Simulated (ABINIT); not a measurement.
## SrSiS3 (Pm-3m): from the cell to the phonon bands

How does SrSiS3 (Pm-3m) vibrate, and is this structure a minimum?

Method: DFT PBEsol, scalar-relativistic, plane waves, PseudoDojo norm-conserving pseudopotentials, in ABINIT 10.8.3.

The structure was built from a prototype and need not be the compound's stable phase.

### Step 1. The structure

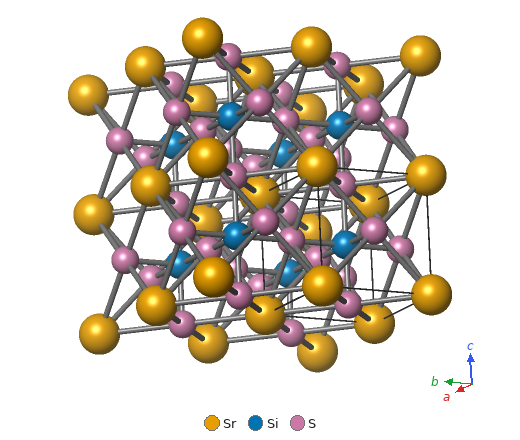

The starting structure, seen from a free direction (strontium orange, silicon blue, sulfur pink). 2×2×2 cells are drawn. Some periodic images of atoms are drawn too.

### Step 2. A probe with smearing

A first run with smearing and empty bands tells whether the crystal has a gap, which decides between fixed occupations and smearing later on.

The input, probe.abi:

```
# ground state
tolvrs 1.0d-08
prtden 1
prtwf 1

# basis, mesh and filling
ecut 28.0
ngkpt 4 4 4
nshiftk 1
shiftk 0.0 0.0 0.0
istwfk *1
occopt 7
tsmear 0.005
nband 24
nstep 100
diemac 9.0
prtebands 0
prtgsr 0
useylm 1

# cell and atoms
acell 3*1.0 Angstrom
rprim 
    4.3456 0.0 0.0
    0.0 4.3456 0.0
    0.0 0.0 4.3456
ntypat 3
znucl 38 14 16
natom 5
typat 1 2 3 3 3
xred 
    0.0 0.0 0.0
    0.5 0.5 0.5
    0.5 0.5 0.0
    0.5 0.0 0.5
    0.0 0.5 0.5
pp_dirpath "./pseudo"
pseudos "Sr.upf, Si.upf, S.upf"
```

Command:

```
$ OMP_NUM_THREADS=1 mpirun -n 4 abinit probe.abi > probe.log
```

Numbers of over 12 decimals in the logs are rounded to 6 here.

probe.abo, the main output file:

```text
[banners, grids, parts of the stress and lines that vanish by symmetry left out]
- input  file    -> probe.abi
- output file    -> probe.abo
- root for input  files -> probei
[...]
Symmetries : space group Pm -3 m (#221); Bravais cP (primitive cubic)
[...]
mpw =        3952          nfft =       64000          nkpt =          10
[...]
== DATASET  1 ==================================================================
[...]
cutoff_energies: {ecut:  28.0, pawecutdg:  -1.0, }
[...]
ETOT  1  -71.588878405223    -7.159E+01 3.064E-02 5.111E+01
 ETOT  2  -71.624975923848    -3.610E-02 8.125E-03 1.073E+01
 ETOT  3  -71.628772137177    -3.796E-03 4.066E-03 3.799E-01
 ETOT  4  -71.628857773069    -8.564E-05 1.712E-03 8.403E-03
 ETOT  5  -71.628859855726    -2.083E-06 1.126E-03 1.526E-04
 ETOT  6  -71.628859883040    -2.731E-08 4.364E-04 2.022E-06
 ETOT  7  -71.628859883409    -3.688E-10 2.714E-04 7.675E-08
 ETOT  8  -71.628859883420    -1.073E-11 1.389E-04 7.118E-10
 At SCF step    8       vres2   =  7.12E-10 < tolvrs=  1.00E-08 =>converged.
[...]
sigma(1 1)= -6.79423478E-04  sigma(3 2)=  0.00000000E+00
  sigma(2 2)= -6.79423478E-04  sigma(3 1)=  0.00000000E+00
  sigma(3 3)= -6.79423478E-04  sigma(2 1)=  0.00000000E+00
[...]
convergence: {deltae: -1.073E-11, res2:  7.118E-10, residm:  1.389E-04, diffor: null, }
etotal    :  -7.16288599E+01
[...]
sigma(1 1)= -6.79423478E-04  sigma(3 2)=  0.00000000E+00
  sigma(2 2)= -6.79423478E-04  sigma(3 1)=  0.00000000E+00
  sigma(3 3)= -6.79423478E-04  sigma(2 1)=  0.00000000E+00
[...]
- sigma(1 1)= -1.99893289E+01  sigma(3 2)=  0.00000000E+00
- sigma(2 2)= -1.99893289E+01  sigma(3 1)=  0.00000000E+00
- sigma(3 3)= -1.99893289E+01  sigma(2 1)=  0.00000000E+00
[...]
fcart     -0.0000000000E+00 -0.0000000000E+00 -0.0000000000E+00
           strten     -6.7942347799E-04 -6.7942347799E-04 -6.7942347799E-04
================================================================================

[key lines of the parts left out:]
pressure_GPa:   1.9989E+01
```

The job ended after 12 s (4 MPI ranks of Arm Neoverse V1, shared host; 48 s of CPU time).

This step gave:

| Quantity | Value |
| --- | --- |
| volume per atom | 16.41 Å³ |
| pressure | 19.99 GPa |
| gap on the k-mesh | 0 eV |

No gap opens on this mesh, so smearing is kept; the printed pressure holds the stress of the finite basis too.

### Step 3. Rough relaxation

The typed start is rough, so a first relaxation with smearing and loose thresholds takes it towards rest cheaply.

The input, prerelax.abi:

```
# relaxation
ionmov 2
optcell 2
dilatmx 1.15
chkdilatmx 0
ntime 40
tolmxf 3.0d-04
tolvrs 1.0d-10
prtwf 0
prtden 0
chksymtnons 0

# basis, mesh and filling
ecut 29.0
ecutsm 3.0
ngkpt 4 4 4
nshiftk 1
shiftk 0.0 0.0 0.0
istwfk *1
occopt 7
tsmear 0.005
nband 24
nstep 100
diemac 1000000.0
prtebands 0
prtgsr 0
useylm 1

# cell and atoms
acell 3*1.0 Angstrom
rprim 
    4.3456 0.0 0.0
    0.0 4.3456 0.0
    0.0 0.0 4.3456
ntypat 3
znucl 38 14 16
natom 5
typat 1 2 3 3 3
xred 
    0.0 0.0 0.0
    0.5 0.5 0.5
    0.5 0.5 0.0
    0.5 0.0 0.5
    0.0 0.5 0.5
pp_dirpath "./pseudo"
pseudos "Sr.upf, Si.upf, S.upf"
```

Command:

```
$ OMP_NUM_THREADS=1 mpirun -n 4 abinit prerelax.abi > prerelax.log
```

prerelax.abo, the main output file:

```text
[banners, grids, parts of the stress and lines that vanish by symmetry left out]
- input  file    -> prerelax.abi
- output file    -> prerelax.abo
- root for input  files -> prerelaxi
[...]
Symmetries : space group Pm -3 m (#221); Bravais cP (primitive cubic)
[...]
mpw =        6355          nfft =      110592          nkpt =          10
[...]
== DATASET  1 ==================================================================
[...]
cutoff_energies: {ecut:  29.0, pawecutdg:  -1.0, }
[...]
ETOT  1  -71.589768589156    -7.159E+01 2.561E-02 9.149E+01
 ETOT  2  -71.626287207728    -3.652E-02 1.095E-02 1.177E+01
 ETOT  3  -71.628707640842    -2.420E-03 3.480E-03 4.434E-01
 ETOT  4  -71.628761735410    -5.409E-05 1.688E-03 1.908E-03
 ETOT  5  -71.628761880325    -1.449E-07 7.979E-04 1.608E-04
[...]
At SCF step    9       vres2   =  1.08E-11 < tolvrs=  1.00E-10 =>converged.
[...]
ETOT  8  -71.660651756540    -3.169E-12 2.806E-08 2.049E-12
 At SCF step    8       vres2   =  2.05E-12 < tolvrs=  1.00E-10 =>converged.
[...]
sigma(1 1)= -3.54957471E-07  sigma(3 2)=  0.00000000E+00
  sigma(2 2)= -3.54957471E-07  sigma(3 1)=  0.00000000E+00
  sigma(3 3)= -3.54957471E-07  sigma(2 1)=  0.00000000E+00
[...]
convergence: {deltae: -3.169E-12, res2:  2.049E-12, residm:  2.806E-08, diffor: null, }
etotal    :  -7.16606518E+01
[...]
At Broyd/MD step   5, gradients are converged :
[...]
sigma(1 1)= -3.54957471E-07  sigma(3 2)=  0.00000000E+00
  sigma(2 2)= -3.54957471E-07  sigma(3 1)=  0.00000000E+00
  sigma(3 3)= -3.54957471E-07  sigma(2 1)=  0.00000000E+00
[...]
- sigma(1 1)= -1.04432093E-02  sigma(3 2)=  0.00000000E+00
- sigma(2 2)= -1.04432093E-02  sigma(3 1)=  0.00000000E+00
- sigma(3 3)= -1.04432093E-02  sigma(2 1)=  0.00000000E+00
[...]
fcart     -0.0000000000E+00 -0.0000000000E+00 -0.0000000000E+00
           strten     -3.5495747052E-07 -3.5495747052E-07 -3.5495747052E-07
================================================================================

[key lines of the parts left out:]
pressure_GPa:   1.0443E-02
Total energy (etotal) [Ha]= -7.16606517565404E+01
```

Elapsed: 78 s, on 4 MPI ranks; 5.2 min of CPU time.

Relaxation path:

| step | energy less that of the first step (eV) | largest force (eV/Å) | volume (Å³) |
| --- | --- | --- | --- |
| 1 | 0.0000 | 0.0000 | 82.06 |
| 2 | -0.5063 | 0.0000 | 87.23 |
| 3 | -0.8528 | 0.0000 | 95.87 |
| 4 | -0.8674 | 0.0000 | 97.95 |
| 5 | -0.8678 | 0.0000 | 98.32 |

| conventional cell, symmetrised | before | after | change |
| --- | --- | --- | --- |
| a (Å) | 4.346 | 4.615 | +6.2 % |
| b (Å) | 4.346 | 4.615 | +6.2 % |
| c (Å) | 4.346 | 4.615 | +6.2 % |
| volume (Å³/atom) | 16.41 | 19.66 | +19.8 % |

The relaxed structure:

```xyz
5
Lattice="4.6155 0.0000 0.0000 0.0000 4.6155 0.0000 0.0000 0.0000 4.6155" Properties=species:S:1:pos:R:3 pbc="T T T"
Sr    0.0000    0.0000    0.0000
Si    2.3077    2.3077    2.3077
S     2.3077    2.3077    0.0000
S     2.3077    0.0000    2.3077
S     0.0000    2.3077    2.3077
```

Numbers from this step:

```yaml
volume_per_atom: 19.66 Å³
pressure: 0.01044 GPa
```

The volume changes by +19.8 % in this run and stands +19.8 % from the first cell.

### Step 4. Rough relaxation

The cell changed much, so the rough relaxation is repeated on a basis made for the new cell.

Edit prerelax.abi of step 3 so:

```diff
@@ -31,5 +31,5 @@
 rprim 
-    4.3456 0.0 0.0
-    0.0 4.3456 0.0
-    0.0 0.0 4.3456
+    4.615490377 0.0 0.0
+    0.0 4.615490377 0.0
+    0.0 0.0 4.615490377
 ntypat 3
```

prerelax.abo, the main output file:

```text
[banners, grids, parts of the stress and lines that vanish by symmetry left out]
- input  file    -> prerelax.abi
- output file    -> prerelax.abo
- root for input  files -> prerelaxi
[...]
Symmetries : space group Pm -3 m (#221); Bravais cP (primitive cubic)
[...]
mpw =        7568          nfft =      125000          nkpt =          10
[...]
== DATASET  1 ==================================================================
[...]
cutoff_energies: {ecut:  29.0, pawecutdg:  -1.0, }
[...]
ETOT  1  -71.611756291547    -7.161E+01 3.227E-02 1.509E+02
 ETOT  2  -71.649045244085    -3.729E-02 8.479E-03 5.780E+01
 ETOT  3  -71.660198670557    -1.115E-02 5.164E-03 2.857E+00
 ETOT  4  -71.660650561938    -4.519E-04 1.144E-03 1.491E-02
 ETOT  5  -71.660651058046    -4.961E-07 2.364E-03 5.792E-03
[...]
ETOT  9  -71.660651750904     4.121E-12 9.251E-05 4.307E-10
 ETOT 10  -71.660651750906    -1.705E-12 2.888E-05 4.189E-13
 At SCF step   10       vres2   =  4.19E-13 < tolvrs=  1.00E-10 =>converged.
[...]
sigma(1 1)= -3.54872276E-07  sigma(3 2)=  0.00000000E+00
  sigma(2 2)= -3.54872276E-07  sigma(3 1)=  0.00000000E+00
  sigma(3 3)= -3.54872276E-07  sigma(2 1)=  0.00000000E+00
[...]
convergence: {deltae: -1.705E-12, res2:  4.189E-13, residm:  2.888E-05, diffor: null, }
etotal    :  -7.16606518E+01
[...]
At Broyd/MD step   1, gradients are converged :
[...]
sigma(1 1)= -3.54872276E-07  sigma(3 2)=  0.00000000E+00
  sigma(2 2)= -3.54872276E-07  sigma(3 1)=  0.00000000E+00
  sigma(3 3)= -3.54872276E-07  sigma(2 1)=  0.00000000E+00
[...]
- sigma(1 1)= -1.04407028E-02  sigma(3 2)=  0.00000000E+00
- sigma(2 2)= -1.04407028E-02  sigma(3 1)=  0.00000000E+00
- sigma(3 3)= -1.04407028E-02  sigma(2 1)=  0.00000000E+00
[...]
fcart     -0.0000000000E+00 -0.0000000000E+00 -0.0000000000E+00
           strten     -3.5487227551E-07 -3.5487227551E-07 -3.5487227551E-07
================================================================================

[key lines of the parts left out:]
pressure_GPa:   1.0441E-02
Total energy (etotal) [Ha]= -7.16606517509059E+01
```

It took 25 s on 4 MPI ranks; 1.7 min of CPU time.

Little changed from the start: no atom moved by 0.005 Å and no cell edge by 0.1 %.

The volume changes by +0.0 % in this run and stands +19.8 % from the first cell.

### Step 5. Relaxation

The harmonic expansion needs vanishing forces, and a free crystal bears no stress, so cell and atoms are brought to rest. Stress is more sensitive to the basis than forces are: the last 3 Ha under the cutoff are smoothed with ecutsm, and the cutoff is raised above that of the later runs.

The input, relax.abi:

```
# relaxation
ionmov 2
optcell 2
dilatmx 1.08
ntime 40
tolmxf 1.0d-05
tolvrs 1.0d-14
prtwf 0
prtden 0
chksymtnons 0

# basis, mesh and filling
ecut 35.0
ecutsm 3.0
ngkpt 6 6 6
nshiftk 1
shiftk 0.0 0.0 0.0
istwfk *1
occopt 7
tsmear 0.01
nband 24
nstep 100
diemac 1000000.0
prtebands 0
prtgsr 0
useylm 1

# cell and atoms
acell 3*1.0 Angstrom
rprim 
    4.61549038 0.0 0.0
    0.0 4.61549038 0.0
    0.0 0.0 4.61549038
ntypat 3
znucl 38 14 16
natom 5
typat 1 2 3 3 3
xred 
    0.0 0.0 0.0
    0.5 0.5 0.5
    0.5 0.5 0.0
    0.5 0.0 0.5
    0.0 0.5 0.5
pp_dirpath "./pseudo"
pseudos "Sr.upf, Si.upf, S.upf"
```

Command:

```
$ OMP_NUM_THREADS=1 mpirun -n 4 abinit relax.abi > relax.log
```

relax.abo, the main output file:

```text
[banners, grids, parts of the stress and lines that vanish by symmetry left out]
- input  file    -> relax.abi
- output file    -> relax.abo
- root for input  files -> relaxi
[...]
Symmetries : space group Pm -3 m (#221); Bravais cP (primitive cubic)
[...]
mpw =        8330          nfft =      157464          nkpt =          20
[...]
== DATASET  1 ==================================================================
[...]
cutoff_energies: {ecut:  35.0, pawecutdg:  -1.0, }
[...]
ETOT  1  -71.604064415110    -7.160E+01 3.483E-02 2.120E+02
 ETOT  2  -71.651997615687    -4.793E-02 7.641E-03 6.572E+01
 ETOT  3  -71.661951350868    -9.954E-03 4.621E-03 3.530E-01
 ETOT  4  -71.661986066026    -3.472E-05 2.729E-03 1.755E-02
 ETOT  5  -71.661987054612    -9.886E-07 2.876E-03 1.147E-03
[...]
At SCF step   11       vres2   =  6.05E-15 < tolvrs=  1.00E-14 =>converged.
[...]
sigma(1 1)= -2.65442798E-06  sigma(3 2)=  0.00000000E+00
  sigma(2 2)= -2.65442798E-06  sigma(3 1)=  0.00000000E+00
  sigma(3 3)= -2.65442798E-06  sigma(2 1)=  0.00000000E+00
[...]
convergence: {deltae:  1.535E-12, res2:  6.051E-15, residm:  4.331E-04, diffor: null, }
etotal    :  -7.16619871E+01
[...]
ETOT  1  -71.661987411181    -7.166E+01 2.246E-04 7.640E-04
[...]
At SCF step    8       vres2   =  7.80E-15 < tolvrs=  1.00E-14 =>converged.
[...]
sigma(1 1)= -2.03992260E-06  sigma(3 2)=  0.00000000E+00
  sigma(2 2)= -2.03992260E-06  sigma(3 1)=  0.00000000E+00
  sigma(3 3)= -2.03992260E-06  sigma(2 1)=  0.00000000E+00
[...]
convergence: {deltae:  2.757E-12, res2:  7.796E-15, residm:  8.771E-06, diffor: null, }
etotal    :  -7.16619875E+01
[...]
ETOT  1  -71.661987275900    -7.166E+01 8.663E-06 8.440E-03
[...]
ETOT  8  -71.661988015471     1.947E-12 6.393E-06 9.601E-14
 ETOT  9  -71.661988015472    -8.527E-13 3.582E-06 3.085E-15
 At SCF step    9       vres2   =  3.08E-15 < tolvrs=  1.00E-14 =>converged.
[...]
sigma(1 1)= -2.91081338E-09  sigma(3 2)=  0.00000000E+00
  sigma(2 2)= -2.91081338E-09  sigma(3 1)=  0.00000000E+00
  sigma(3 3)= -2.91081338E-09  sigma(2 1)=  0.00000000E+00
[...]
convergence: {deltae: -8.527E-13, res2:  3.085E-15, residm:  3.582E-06, diffor: null, }
etotal    :  -7.16619880E+01
[...]
At Broyd/MD step   3, gradients are converged :
[...]
sigma(1 1)= -2.91081338E-09  sigma(3 2)=  0.00000000E+00
  sigma(2 2)= -2.91081338E-09  sigma(3 1)=  0.00000000E+00
  sigma(3 3)= -2.91081338E-09  sigma(2 1)=  0.00000000E+00
[...]
- sigma(1 1)= -8.56390864E-05  sigma(3 2)=  0.00000000E+00
- sigma(2 2)= -8.56390864E-05  sigma(3 1)=  0.00000000E+00
- sigma(3 3)= -8.56390864E-05  sigma(2 1)=  0.00000000E+00
[...]
fcart     -0.0000000000E+00 -0.0000000000E+00 -0.0000000000E+00
           strten     -2.9108133824E-09 -2.9108133842E-09 -2.9108133842E-09
================================================================================

[key lines of the parts left out:]
pressure_GPa:   8.5639E-05
Total energy (etotal) [Ha]= -7.16619880154718E+01
```

The job ended after 2 min (4 MPI ranks; 8.1 min of CPU time).

Little changed from the start: no atom moved by 0.005 Å and no cell edge by 0.1 %.

Read from the output:

```yaml
volume_per_atom: 19.68 Å³
pressure: 8.56e-5 GPa
```

The volume changes by +0.1 % in this run and stands +19.9 % from the first cell.

### Step 6. Ground state

First-order wavefunctions inherit every error of the ground state, hence the very tight tolvrs. Smearing stays on, as the first look found no gap above 0.3 eV.

The input, gs.abi:

```
# ground state
tolvrs 1.0d-16
prtden 1
prtwf 1

# basis, mesh and filling
ecut 28.0
ngkpt 6 6 6
nshiftk 1
shiftk 0.0 0.0 0.0
istwfk *1
occopt 7
tsmear 0.01
nband 24
nstep 100
diemac 1000000.0
prtebands 0
prtgsr 0
useylm 1

# cell and atoms
acell 3*1.0 Angstrom
rprim 
    4.617079295 0.0 0.0
    0.0 4.617079295 0.0
    0.0 0.0 4.617079295
ntypat 3
znucl 38 14 16
natom 5
typat 1 2 3 3 3
xred 
    0.0 0.0 0.0
    0.5 0.5 0.5
    0.5 0.5 0.0
    0.5 0.0 0.5
    0.0 0.5 0.5
pp_dirpath "./pseudo"
pseudos "Sr.upf, Si.upf, S.upf"
```

Command:

```
$ OMP_NUM_THREADS=1 mpirun -n 4 abinit gs.abi > gs.log
```

gs.abo, the main output file:

```text
[banners, grids, parts of the stress and lines that vanish by symmetry left out]
- input  file    -> gs.abi
- output file    -> gs.abo
- root for input  files -> gsi
[...]
Symmetries : space group Pm -3 m (#221); Bravais cP (primitive cubic)
[...]
mpw =        4726          nfft =       91125          nkpt =          20
[...]
== DATASET  1 ==================================================================
[...]
cutoff_energies: {ecut:  28.0, pawecutdg:  -1.0, }
[...]
ETOT  1  -71.607677110710    -7.161E+01 3.344E-02 1.222E+02
 ETOT  2  -71.651924716424    -4.425E-02 7.126E-03 3.708E+01
 ETOT  3  -71.661607232337    -9.683E-03 5.065E-03 1.978E-01
 ETOT  4  -71.661642186872    -3.495E-05 1.459E-03 1.061E-02
 ETOT  5  -71.661643223301    -1.036E-06 3.784E-03 7.177E-04
[...]
ETOT 12  -71.661643279960     1.705E-13 2.610E-04 2.460E-16
 ETOT 13  -71.661643279960     5.684E-14 4.642E-04 1.576E-18
 At SCF step   13       vres2   =  1.58E-18 < tolvrs=  1.00E-16 =>converged.
[...]
sigma(1 1)=  5.48686650E-06  sigma(3 2)=  0.00000000E+00
  sigma(2 2)=  5.48686650E-06  sigma(3 1)=  0.00000000E+00
  sigma(3 3)=  5.48686650E-06  sigma(2 1)=  0.00000000E+00
[...]
convergence: {deltae:  5.684E-14, res2:  1.576E-18, residm:  4.642E-04, diffor: null, }
etotal    :  -7.16616433E+01
[...]
sigma(1 1)=  5.48686650E-06  sigma(3 2)=  0.00000000E+00
  sigma(2 2)=  5.48686650E-06  sigma(3 1)=  0.00000000E+00
  sigma(3 3)=  5.48686650E-06  sigma(2 1)=  0.00000000E+00
[...]
- sigma(1 1)=  1.61429186E-01  sigma(3 2)=  0.00000000E+00
- sigma(2 2)=  1.61429186E-01  sigma(3 1)=  0.00000000E+00
- sigma(3 3)=  1.61429186E-01  sigma(2 1)=  0.00000000E+00
[...]
fcart     -0.0000000000E+00 -0.0000000000E+00 -0.0000000000E+00
           strten      5.4868664991E-06  5.4868664991E-06  5.4868664991E-06
================================================================================

[key lines of the parts left out:]
pressure_GPa:  -1.6143E-01
```

It took 33 s on 4 MPI ranks.

Read from the output:

```
pressure : -0.1614 GPa
```

The cell stands at -0.16 GPa: the relaxation ran with a smoothed and higher cutoff, and the difference is a stress of the finite basis.

(Part 1 of 5 ends here.)

[Host names and launcher messages were left out of these logs when they were recorded.]

[Logs are printed without paths, hosts, clocks, repeated set-up lines and the standing remarks that a program may print on its own settings, such as how far it seeks lower states.]

[Hosts, paths, dates, database ids (printed as entryN), source tags and the programs' standing remarks are cut or masked in the printed files.]
